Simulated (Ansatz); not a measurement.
```yaml
atoms:
  - { symbol: Si, position_ang: [-0.6606, 0.1610, 0.0774] }
  - { symbol: Br, position_ang: [2.7720, -1.8579, 0.7132] }
  - { symbol: H, position_ang: [-0.6172, -1.0978, -0.6976] }
  - { symbol: H, position_ang: [-0.4859, -0.0315, 1.5265] }
  - { symbol: O, position_ang: [-2.0635, 0.9678, -0.1216] }
  - { symbol: H, position_ang: [2.4916, -0.5886, 0.1256] }
  - { symbol: Cl, position_ang: [0.9320, 1.2900, -0.6128] }
  - { symbol: H, position_ang: [-2.3682, 1.1569, -1.0105] }
```

The product side of a reaction path; geometry: PBE0-D4/def2-TZVP; a saddle point, not a minimum.

The calculation used RKS PBE0-D4/def2-TZVPP (Ansatz 0.2.0).

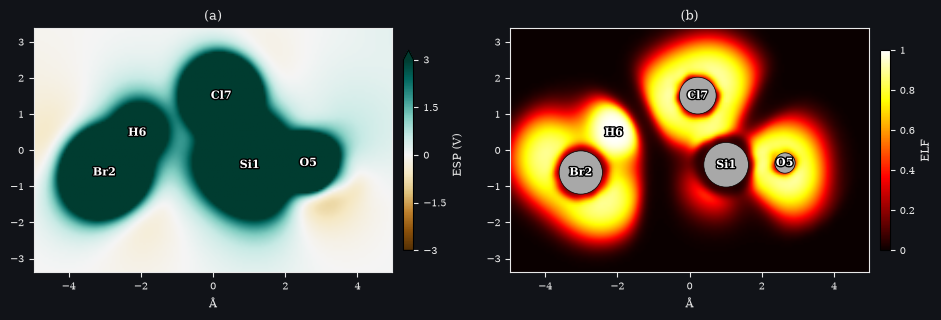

ClH3OSi···HBr. (a) electrostatic potential; (b) ELF on the plane of atoms O5, Si1 and Cl7. Grey discs cover the atomic cores in the ELF map.

Question: What do the fields say about this system?

Answer: The section cuts through Si, Br, O, H and Cl sites. Cl7···H6 (2.55 Å): the ELF dips to about 0.05 between them. Si–O (1.63 Å): the ELF peaks at about 0.90 between the atoms; a polar covalent bond. Si–Cl (2.07 Å): the ELF peaks at about 0.85 between the atoms; a polar covalent bond. Br–H (1.43 Å): the ELF climbs to about 1 towards the hydrogen, as it does in any bond to H. The ELF also peaks beside Br2, O5 and Cl7, away from the bonds: lone-pair regions. Outside the dense part of the complex the potential is most negative (−0.8 V) near O5.
